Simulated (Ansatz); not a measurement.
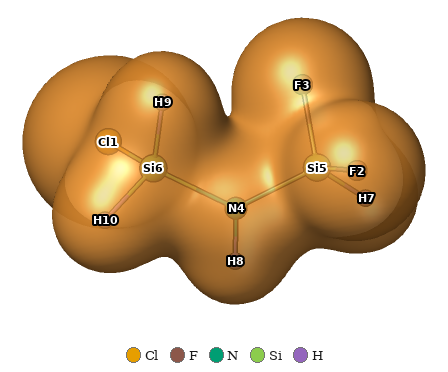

The picture shows: ClF2H4NSi2. Isosurface of the electron density at 0.05 e/Å³ (orange), seen across its widest extent.

Geometry: PBE0-D3(BJ)/def2-SVP.

All numbers below come from isolated molecule in a Gaussian basis; Kohn-Sham density functional theory, functional PBE0 (Ansatz 0.2.0).

```
atom    x (Å)    y (Å)    z (Å)
  Cl   1.6320   1.4698  -0.3912
   F  -3.7665   0.0760  -0.0763
   F  -2.2075   1.9720   0.6858
   N  -1.0323  -0.2168  -0.2798
  Si  -2.3512   0.3676   0.6389
  Si  -0.0182   0.6855  -1.3648
   H  -2.4182  -0.2036   1.9958
   H  -0.7528  -1.1796  -0.1084
   H  -0.7986   1.8127  -1.9263
   H   0.4940  -0.2402  -2.4074
```

### Which contacts does the surface bridge?

At this value the surface is in one piece. It bridges the sampled Si–F (1.61 Å), Si–N (1.71 Å), Si–Cl (2.07 Å) and N–H (1.02 Å) contacts, where the density stays above the isovalue. On the grid the lowest density along these lines, outside the cores, is 0.87 e/Å³ (Si–F, 1.61 Å), 0.94 e/Å³ (Si–N, 1.71 Å), 0.61 e/Å³ (Si–Cl, 2.07 Å) and 2.2 e/Å³ (N–H, 1.02 Å).
